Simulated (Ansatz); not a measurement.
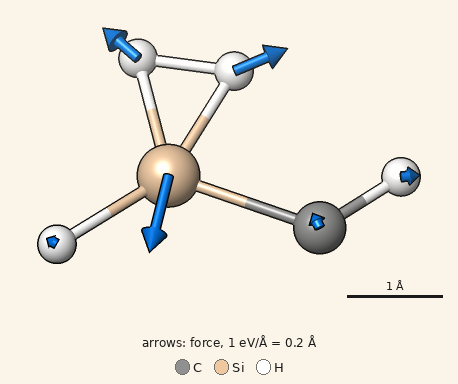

Starting geometry of CH$_{4}$Si with the computed forces as blue arrows. A ball-and-stick model, seen at a tilt.

It is one of the separated reactants of a reaction.

All numbers below come from RKS PBE-D4/def2-SVP (Ansatz).

The input:
```yaml
crystal:
  periodic: [false, false, false]
  atoms:
    - {symbol: C, position_ang: [-0.712900, -0.527688, -0.255346]}
    - {symbol: Si, position_ang: [0.599114, 0.443473, 0.214584]}
    - {symbol: H, position_ang: [-1.384763, -0.977839, 0.466164]}
    - {symbol: H, position_ang: [0.007907, 0.247248, 1.490659]}
    - {symbol: H, position_ang: [0.909212, 0.734745, 1.630241]}
    - {symbol: H, position_ang: [1.521305, 1.064293, -0.759705]}
basis:
  gaussian: {orbitals: def2-SVP}
hamiltonian: {xc: pbe, dispersion: d4}
relax: {f_tol: 0.03, max_steps: 250}
```

Command:
```bash
ansatz run in.yaml --threads 2 --pin off --events-out ev --progress --plain --max-ram 4352MiB
```

Is this structure relaxed? If not, where do the atoms go?

It isn't relaxed: the largest force vector, on Si2, is 4.63 eV/Å. The final displacements follow the starting forces only in part (cosine between the two patterns 0.37). The largest move after the best rigid fit is that of H4, 1.28 Å. Largest moves by element: H 1.28 Å, C 0.89 Å, Si 0.28 Å. Near-neighbour distances that change, for instance: H4–H5 1.034 → 3.126 Å, Si2–H4 1.420 → 2.488 Å, C1–H4 2.042 → 1.101 Å, C1–Si2 1.699 → 1.722 Å. New bonds form: C1–H4 (2.04 → 1.10 Å). Bonds break: Si2–H4 (1.42 → 2.49 Å). Groups turn about C1–Si2 by about 180°. After 11 geometry steps the energy has fallen by 5.251 eV. The largest force component goes from 4.5 to 0.0078 eV/Å.
